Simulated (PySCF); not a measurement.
# In3: relaxation and vibrations of the quartet

The task is one start of a wider search on In3: the quartet, from a equilateral triangle start. It is relaxed, tested by its Hessian and followed downhill if it is a saddle.

Program: PySCF 2.14.0. Level of theory: PBE0, basis In def2-TZVP with ECP28, scalar-relativistic core potentials, no spin–orbit coupling, density fitting. These are calculated values, not measurements.

### 1 Starting geometry

3 atoms, charge 0, spin multiplicity 4.

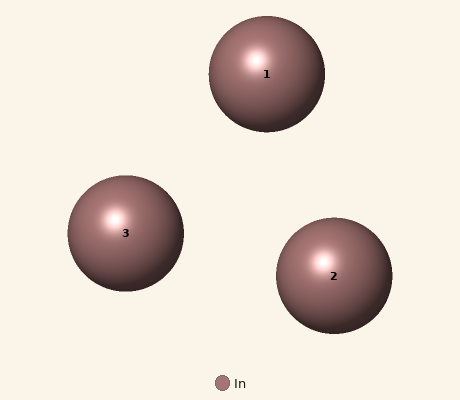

Start geometry, drawn with indium brown; atoms are numbered from 1 in the order of the file.

Coordinates in bohr (charge 0 multiplicity 4):
```
In    1.5493   -2.6834    0.0000
In   -3.0985    0.0000    0.0000
In    1.5493    2.6834    0.0000
```

### 2 Finding the electronic state

The steps below are one call of a driver around PySCF. For each, scf.py gives the equivalent set-up of the SCF; relaxations use the driver's own optimiser. After this first run the driver tries any further starts and a stability analysis.

scf.py

```python
from pyscf import gto, scf, dft
mol = gto.M(atom='''
In     0.819830    -1.419990     0.000000
In    -1.639670    -0.000000     0.000000
In     0.819840     1.420000     0.000000''',
    basis={'In': 'def2-TZVP'},
    ecp={'In': 'def2-TZVP'},
    charge=0, spin=3)
mf = dft.UKS(mol, xc='PBE0')
mf.grids.atom_grid = (50, 194)
aux = {'In': 'def2-universal-JKFIT'}
mf = mf.density_fit(auxbasis=aux)
mf.conv_tol = 1e-08
mf.diis_space = 10
mf.max_cycle = 60
mf.init_guess = 'huckel'
mf.verbose = 4
mf.kernel()
```

Launch:

```sh
> OMP_NUM_THREADS=4 python axn.py task.json out
```

Standard output:

```text
init E= -570.056937010427
[... the frontier-level lines of each cycle are left out ...]
cycle= 1 E= -570.062434898774  delta_E= -0.0055  |g|= 0.933  |ddm|= 2.73
cycle= 2 E= -569.705652175327  delta_E= 0.357  |g|= 1.34  |ddm|= 2.79
cycle= 3 E= -570.409596562586  delta_E= -0.704  |g|= 0.0522  |ddm|= 1.51
cycle= 4 E= -570.410463765281  delta_E= -0.000867  |g|= 0.0285  |ddm|= 0.149
cycle= 5 E= -570.410700642107  delta_E= -0.000237  |g|= 0.00255  |ddm|= 0.0462
cycle= 6 E= -570.41070646792  delta_E= -5.83e-06  |g|= 0.000442  |ddm|= 0.0107
cycle= 7 E= -570.410710504448  delta_E= -4.04e-06  |g|= 0.00102  |ddm|= 0.00958
cycle= 8 E= -570.410710231933  delta_E= 2.73e-07  |g|= 0.00104  |ddm|= 0.000368
cycle= 9 E= -570.41070600998  delta_E= 4.22e-06  |g|= 0.000234  |ddm|= 0.012
cycle= 10 E= -570.410705670829  delta_E= 3.39e-07  |g|= 4.36e-05  |ddm|= 0.00449
cycle= 11 E= -570.410705675817  delta_E= -4.99e-09  |g|= 3.02e-05  |ddm|= 0.000446
Extra cycle  E= -570.410705683164  delta_E= -7.35e-09  |g|= 2.48e-05  |ddm|= 0.000323
converged SCF energy = -570.410705683164  <S^2> = 3.7536142  2S+1 = 4.0018067
```

This step, with its further starts and checks, took 23 s on 4 threads of Intel Xeon Platinum 8259CL at 2.50GHz (Skylake/Cascade Lake), shared host.

The starts that the driver tried:

```tsv
start	energy (Eh)
the minimal-basis guess	-570.410706
a thermally smeared density	-570.436078
a smeared PBE density	-570.436079
```

The first run landed in a state that is too high. Following the other starts and the instabilities gains 66.6 kJ/mol (-570.43608 Eh), and the work goes on from there.

### 3 Relaxation: equilateral triangle start, quartet

The program finds D3h symmetry in the start, which this walk keeps. The walk stops when the largest gradient is under 0.0003 Eh/bohr and the energy has settled too.

Edit scf.py of step 2 so:

```diff
@@ -3,3 +3,3 @@
-In     0.819830    -1.419990     0.000000
-In    -1.639670    -0.000000     0.000000
-In     0.819840     1.420000     0.000000''',
+In     0.819834    -1.419996     0.000000
+In    -1.639669     0.000001     0.000000
+In     0.819836     1.419995     0.000000''',
@@ -16 +15,0 @@
-mf.init_guess = 'huckel'
```

The optimiser's trace:

```tsv
step	energy (Eh)	change (kJ/mol)	largest symmetric gradient (Eh/bohr)
0	-570.436079	0.00	0.02042
1	-570.438943	-7.52	0.01409
2	-570.442017	-15.59	0.00378
3	-570.442311	-16.36	0.00083
4	-570.442327	-16.41	0.00007
```

The walk took 30 s.

Geometry (Å) and forces (eV/Å) at some steps, with the part that breaks the symmetry left in:

```
step 0
In   0.820  -1.420   0.000   0.140  -0.997   0.000
In  -1.640   0.000   0.000  -0.781  -0.290   0.000
In   0.820   1.420   0.000   0.641   1.287   0.000
step 1
In   0.835  -1.446   0.000  -0.017  -0.715   0.000
In  -1.669   0.000   0.000  -0.459  -0.285   0.000
In   0.835   1.446   0.000   0.476   1.000   0.000
step 2
In   0.866  -1.500   0.000  -0.272  -0.255   0.000
In  -1.732   0.000   0.000   0.066  -0.277   0.000
In   0.866   1.500   0.000   0.206   0.532   0.000
step 3
In   0.877  -1.520   0.000  -0.343  -0.122   0.000
In  -1.755   0.000   0.000   0.213  -0.273   0.000
In   0.877   1.520   0.000   0.130   0.395   0.000
step 4
In   0.881  -1.525   0.000  -0.361  -0.087   0.000
In  -1.761   0.000   0.000   0.251  -0.272   0.000
In   0.881   1.525   0.000   0.110   0.359   0.000
```

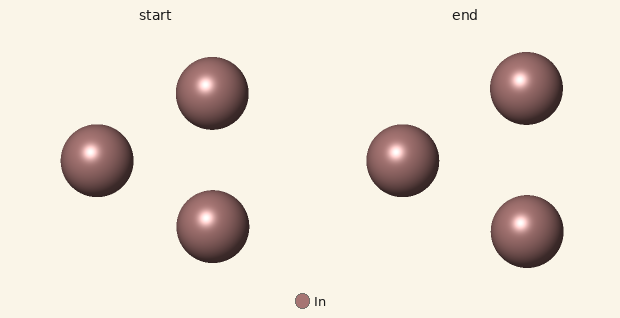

The geometry along the walk, at one scale.

It settles in D3h symmetry, 16.4 kJ/mol below the start, after 4 steps: In–In 3.051 Å (×3); In–In–In 60.0° (×3). A gradient of 0.0071 Eh/bohr that breaks the symmetry is left: this electronic state wants a lower symmetry.

### 4 Releasing the symmetry

The geometry is nudged along the force that breaks the symmetry.

The program finds C2v symmetry in the start, which may break. Threshold on the gradient: 0.0003 Eh/bohr, with a further test on the energy change.

Edit scf.py of step 3 so:

```diff
@@ -3,3 +3,3 @@
-In     0.819834    -1.419996     0.000000
-In    -1.639669     0.000001     0.000000
-In     0.819836     1.419995     0.000000''',
+In     0.852654    -1.525450    -0.000000
+In    -1.747402    -0.024541     0.000000
+In     0.894748     1.549991     0.000000''',
```

The optimiser's trace:

```tsv
step	energy (Eh)	change (kJ/mol)	largest gradient (Eh/bohr)
0	-570.443307	0.00	0.00497
1	-570.443714	-1.07	0.00349
2	-570.444120	-2.13	0.00106
3	-570.444129	-2.16	0.00068
4	-570.444139	-2.18	0.00031
5	-570.444141	-2.19	0.00008
```

The walk took 36 s.

Geometry (Å) and forces (eV/Å) at some steps:

```
step 0
In   0.853  -1.525   0.000  -0.256  -0.003   0.000
In  -1.747  -0.025   0.000   0.125  -0.223   0.000
In   0.895   1.550   0.000   0.131   0.225   0.000
step 1
In   0.836  -1.526   0.000  -0.180  -0.008   0.000
In  -1.740  -0.039   0.000   0.083  -0.159   0.000
In   0.903   1.565   0.000   0.097   0.167   0.000
step 3
In   0.799  -1.529   0.000   0.017  -0.031   0.000
In  -1.724  -0.073   0.000  -0.035   0.001   0.000
In   0.925   1.602   0.000   0.018   0.029   0.000
step 5
In   0.800  -1.535   0.000  -0.004  -0.001   0.000
In  -1.729  -0.074   0.000   0.002  -0.002   0.000
In   0.929   1.609   0.000   0.002   0.004   0.000
```

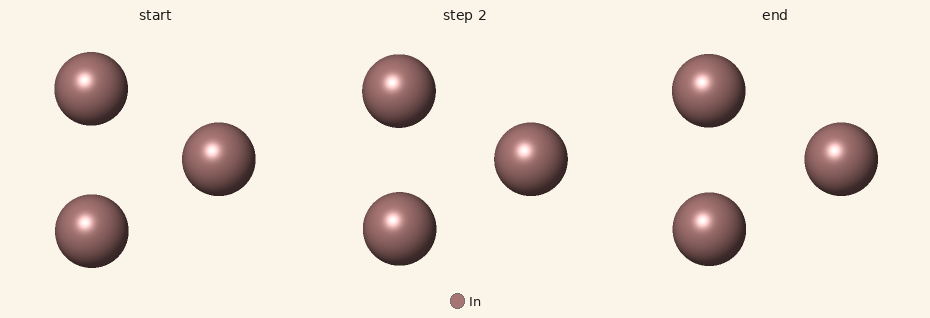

Start and end of the relaxation, with a step between.

End point (C2v, 5 steps, 2.2 kJ/mol gained): In–In 2.921 Å, In–In 3.146 Å (×2); In–In–In 55.3°, In–In–In 62.3° (×2).

### 5 Frequencies

The point is checked on the finer grid, and tightened if its gradient asks for it. The Hessian and the dipole derivatives come from central differences of analytic gradients, with steps of 0.02 bohr.

Edit scf.py of step 4 so:

```diff
@@ -3,3 +3,3 @@
-In     0.852654    -1.525450    -0.000000
-In    -1.747402    -0.024541     0.000000
-In     0.894748     1.549991     0.000000''',
+In     0.801350    -1.535753    -0.000000
+In    -1.730667    -0.074116     0.000000
+In     0.929317     1.609870     0.000000''',
@@ -10 +10 @@
-mf.grids.atom_grid = (50, 194)
+mf.grids.atom_grid = (75, 302)
@@ -13 +13 @@
-mf.conv_tol = 1e-08
+mf.conv_tol = 1e-10
```

The driver hands on the density of the step before, so the log starts near convergence.

SCF at the final geometry:

```text
init E= -570.444049431845
[... the frontier-level lines of each cycle are left out ...]
cycle= 1 E= -570.444049431848  delta_E= -2.61e-12  |g|= 2.72e-06  |ddm|= 9.32e-06
Extra cycle  E= -570.444049431845  delta_E= 3.41e-12  |g|= 3.91e-06  |ddm|= 1.29e-05
converged SCF energy = -570.444049431845  <S^2> = 3.7576121  2S+1 = 4.0038042
```

The whole step took 90 s.

Geometry: C2v; In–In 2.924 Å, In–In 3.148 Å (×2); In–In–In 55.3°, In–In–In 62.3° (×2).

Modes, for the most abundant isotopes:

```tsv
symmetry	ω (cm⁻¹)	IR (km/mol)
b2	113i	1.5
a1	93	2.3
a1	129	0.6
```

1 mode is imaginary, the largest at 113i cm⁻¹: a saddle point, not a minimum.

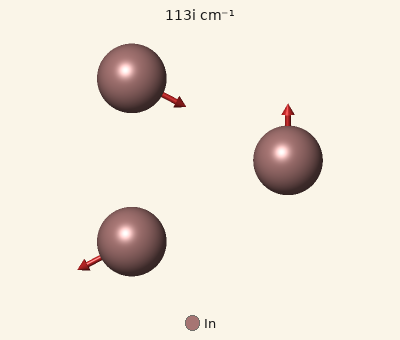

The imaginary mode, as arrows.

Properties at this point:

| Item | Value |
| --- | --- |
| Dipole moment | 0.61 D |
| Highest occupied level | -4.24 eV |
| Lowest empty level | -2.80 eV |
| Rotational constants | 0.03433, 0.02831, 0.01551 cm⁻¹ |
| Zero-point energy (real modes) | 1.3 kJ/mol |
| Principal polarisabilities | 105.9, 224.7, 230.1 bohr³ |
| Atomisation energy without zero-point energy | 268 kJ/mol |
| Principal traceless quadrupole moments about the centre of mass | -2.61, 0.06, 2.56 D Å |
| Spin squared ⟨S²⟩ | 3.758 |

Charges (e) and bond orders:

| atom | Mulliken | Löwdin | polar tensor | spin (Mulliken) | Mayer order to In1 |
| --- | --- | --- | --- | --- | --- |
| In1 | -0.05 | -0.05 | -0.04 | 1.08 | – |
| In2 | -0.05 | -0.05 | -0.04 | 1.08 | 1.00 |
| In3 | 0.10 | 0.11 | 0.08 | 0.85 | 0.67 |

Mulliken populations on In1 (outside its core potential): s 3.84, p 7.15, d 10.05, f 0.01.

### 6 Leaving the saddle point

The start is the last point, displaced along its most imaginary mode.

The program finds Cs symmetry in the start, which this walk keeps. The walk stops when the largest gradient is under 0.0003 Eh/bohr and the energy has settled too.

Edit scf.py of step 5 so:

```diff
@@ -3,3 +3,3 @@
-In     0.801350    -1.535753    -0.000000
-In    -1.730667    -0.074116     0.000000
-In     0.929317     1.609870     0.000000''',
+In     0.791188    -1.785547    -0.000000
+In    -1.519438     0.059609     0.000000
+In     0.728250     1.725938     0.000000''',
@@ -10 +10 @@
-mf.grids.atom_grid = (75, 302)
+mf.grids.atom_grid = (50, 194)
@@ -13 +13 @@
-mf.conv_tol = 1e-10
+mf.conv_tol = 1e-08
```

Steps of the walk:

```tsv
step	energy (Eh)	change (kJ/mol)	largest symmetric gradient (Eh/bohr)
0	-570.445270	0.00	0.00823
1	-570.445945	-1.77	0.00528
2	-570.446481	-3.18	0.00098
3	-570.446503	-3.24	0.00033
4	-570.446504	-3.24	0.00015
```

The walk took 31 s on 4 threads of Intel Xeon Platinum 8259CL at 2.50GHz (Skylake/Cascade Lake), shared host.

Geometry (Å) and forces (eV/Å) at some steps:

```
step 0
In   0.791  -1.786   0.000  -0.082   0.085   0.000
In  -1.519   0.060   0.000  -0.339  -0.382   0.000
In   0.728   1.726   0.000   0.421   0.297   0.000
step 1
In   0.786  -1.777   0.000  -0.053   0.058   0.000
In  -1.532   0.042   0.000  -0.217  -0.245   0.000
In   0.746   1.735   0.000   0.270   0.187   0.000
step 2
In   0.777  -1.760   0.000   0.000   0.011   0.000
In  -1.556   0.011   0.000  -0.049  -0.039   0.000
In   0.779   1.749   0.000   0.049   0.028   0.000
step 3
In   0.776  -1.756   0.000   0.009   0.003   0.000
In  -1.562   0.005   0.000  -0.017  -0.002   0.000
In   0.786   1.752   0.000   0.008  -0.001   0.000
step 4
In   0.776  -1.755   0.000   0.007   0.002   0.000
In  -1.564   0.004   0.000  -0.007   0.004   0.000
In   0.788   1.751   0.000   0.000  -0.006   0.000
```

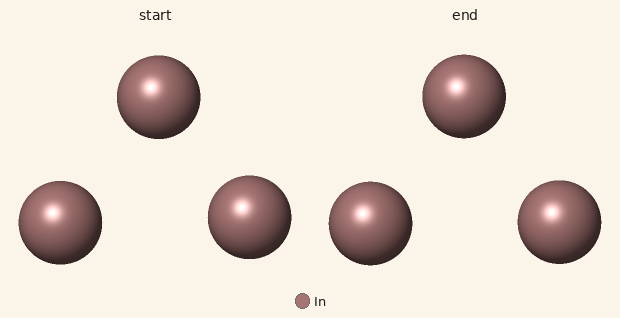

Start and end of the relaxation.

It settles in C2v symmetry, 3.2 kJ/mol below the start, after 4 steps: In–In 2.927 Å, In–In 2.929 Å, In–In 3.507 Å; In–In–In 53.2° (×2), In–In–In 73.6°.

### 7 Hessian and properties

As before: finer grid, then central differences.

Edit scf.py of step 6 so:

```diff
@@ -3,3 +3,3 @@
-In     0.791188    -1.785547    -0.000000
-In    -1.519438     0.059609     0.000000
-In     0.728250     1.725938     0.000000''',
+In     0.775140    -1.761534    -0.000000
+In    -1.560805     0.004669     0.000000
+In     0.785665     1.756865     0.000000''',
@@ -10 +10 @@
-mf.grids.atom_grid = (50, 194)
+mf.grids.atom_grid = (75, 302)
@@ -13 +13 @@
-mf.conv_tol = 1e-08
+mf.conv_tol = 1e-10
```

SCF at the final geometry:

```text
init E= -570.446303755861
[... the frontier-level lines of each cycle are left out ...]
cycle= 1 E= -570.446303755853  delta_E= 8.75e-12  |g|= 4.89e-06  |ddm|= 1.56e-05
Extra cycle  E= -570.446303755817  delta_E= 3.55e-11  |g|= 8.78e-06  |ddm|= 2.74e-05
converged SCF energy = -570.446303755817  <S^2> = 3.7563034  2S+1 = 4.0031505
```

The whole step took 2.1 min.

Geometry: C2v; In–In 2.928 Å (×2), In–In 3.518 Å; In–In–In 53.1° (×2), In–In–In 73.8°.

Harmonic modes (main isotopes):

```csv
symmetry,ω (cm⁻¹),IR (km/mol)
a1,43,0.3
b2,116,5.6
a1,124,0.4
```

No imaginary mode, so this is a minimum.

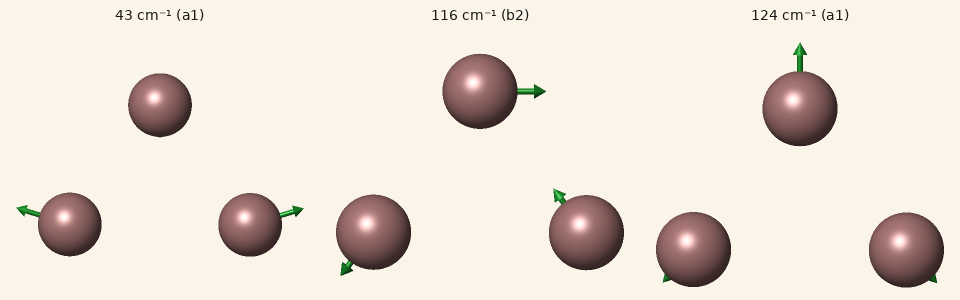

How the atoms move in 3 of the modes.

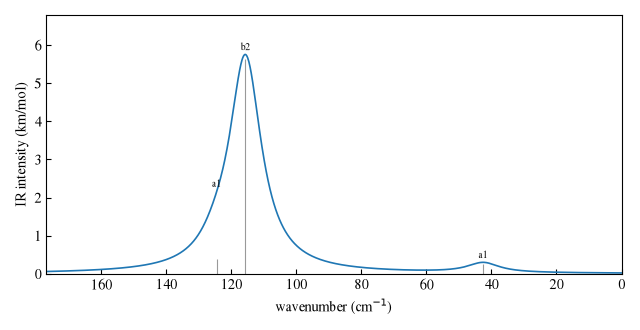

The harmonic infrared spectrum (widths in cm⁻¹). Lines are broadened to a width of 12 cm⁻¹ (Lorentzian).

Constants and moments:

* Dipole moment: 0.57 D
* Highest occupied level: -4.38 eV
* Lowest empty level: -2.55 eV
* Rotational constants: 0.04015, 0.0237, 0.0149 cm⁻¹
* Zero-point energy: 1.7 kJ/mol
* Principal polarisabilities: 108.9, 206.8, 259.3 bohr³
* Atomisation energy without zero-point energy: 274 kJ/mol
* Principal traceless quadrupole moments about the centre of mass: -0.42, -0.19, 0.61 D Å
* Entropy at 298.15 K and 1 bar (electronic part: spin only): 365.1 J/(mol K)
* Heat capacity Cp at 298.15 K: 57.7 J/(mol K)
* Enthalpy at 298.15 K above 0 K: 15.81 kJ/mol
* Rotational symmetry number: 2
* Spin squared ⟨S²⟩: 3.756

Populations by atom (charges in e):

| atom | Mulliken | Löwdin | polar tensor | spin (Mulliken) | Mayer order to In1 |
| --- | --- | --- | --- | --- | --- |
| In1 | 0.05 | 0.07 | 0.11 | 0.92 | – |
| In2 | -0.11 | -0.14 | -0.23 | 1.15 | 0.93 |
| In3 | 0.05 | 0.07 | 0.11 | 0.92 | 0.56 |

Outer orbital energies (eV). α occupied: -20.44, -20.40, -11.74, -9.24, -8.22, -4.72, -4.57, -4.38; empty: -2.55, -1.79, -1.12, -0.63. β occupied: -20.43, -20.40, -20.37, -20.34, -20.31, -10.60, -8.29, -7.27; empty: -2.52, -2.51, -2.15, -1.86.

Mulliken populations on In1 (outside its core potential): s 3.89, p 7.01, d 10.04, f 0.01.

### 8 All stationary points

| spin | group | bonds | imaginary modes (cm⁻¹) | ΔE (kJ/mol) | with zero-point energy |
| --- | --- | --- | --- | --- | --- |
| quartet | C2v | In–In 2.928 Å (×2), In–In 3.518 Å | none | 0.0 | 0.0 |
| quartet | C2v | In–In 2.924 Å, In–In 3.148 Å (×2) | 113i | 5.9 | – |

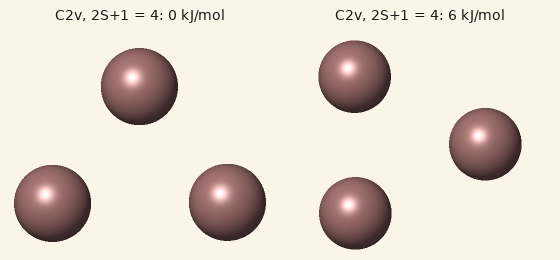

The points, lowest first (indium brown).

### 9 Results

```
                                          quantity                                                                   value
                                           minimum                                                            quartet, C2v
                                          geometry  In–In 2.928 Å (×2), In–In 3.518 Å; In–In–In 53.1° (×2), In–In–In 73.8°
                                wavenumbers (cm⁻¹)                                             43 (a1), 116 (b2), 124 (a1)
                                     dipole moment                                                                  0.57 D
highest occupied, lowest empty level (either spin)                                                         -4.38, -2.55 eV
                        polar-tensor charge of In1                                                                 +0.11 e
                                 zero-point energy                                                              1.7 kJ/mol
                               entropy at 298.15 K                                                         365.1 J/(mol K)
         atomisation energy (no zero-point energy)                                                              274 kJ/mol
                                              ⟨S²⟩                                                                   3.756
```

**Reading.** From D3h at the start the molecule goes to a C2v minimum, after a stop at a saddle point 5.9 kJ/mol higher, from which it was pushed off along an imaginary mode. The strongest infrared band lies at 116 cm⁻¹ (b2). The first SCF alone would have been 67 kJ/mol too high. Other starts or spin states, not run here, may lie lower. With an element this heavy the missing spin–orbit coupling can shift these numbers.

The search up to here took 5.6 min.
